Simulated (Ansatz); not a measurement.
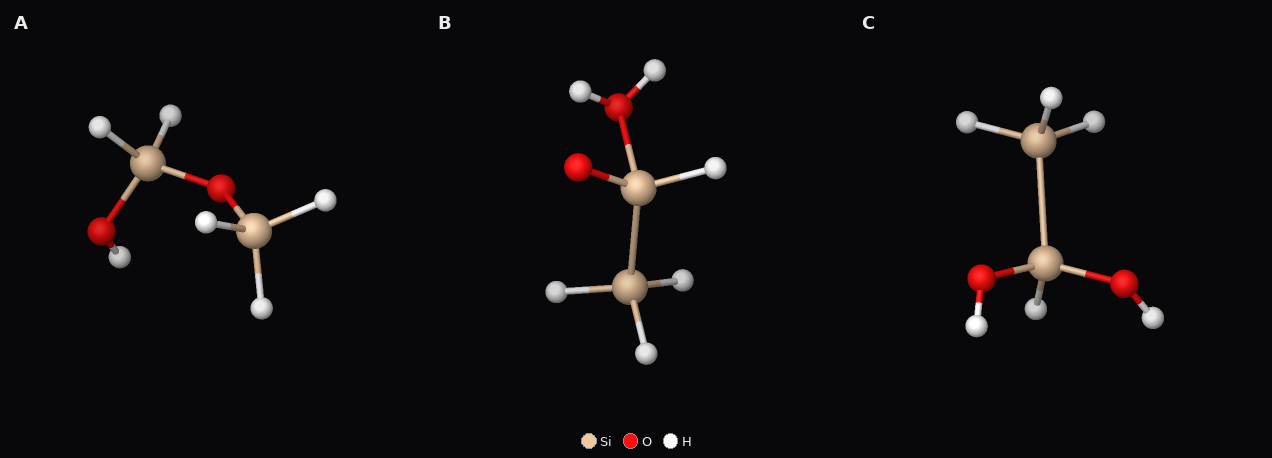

3 stationary structures of one formula. Geometries: PBE0-D4/def2-TZVP. Electronic energies: direct RPA on PBE orbitals (frozen core)/def2-TZVPP (Ansatz 0.2.0), without zero-point energy. Each is one conformer, not always the lowest.

**Which is lowest in energy, and by how much?**

A is lowest (a minimum); C lies 28.8 kcal/mol above it (a minimum), B lies 77.2 kcal/mol above it (a minimum).
